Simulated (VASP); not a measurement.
Band structure of CoSi₂ (fluorite). Calculation: PBE GGA with D4 dispersion, VASP's PBE PAW potentials (set 64) (plane waves; VASP).

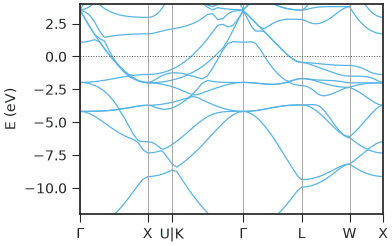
Figure: Bands along high-symmetry lines, zero at the valence-band maximum or, without a gap, the Fermi level

Problem. Read the plot: is there a gap, and where are the band edges?

Solution. It has no gap at this level: it comes out as a metal or semimetal. (Edges off the drawn lines would not show.)

The compound is CoSi2 in the fluorite structure. It was relaxed first. The run is not spin-polarised, so no magnetic state was tried. The electron count is odd and the run is not spin-polarised, which forces a metal.
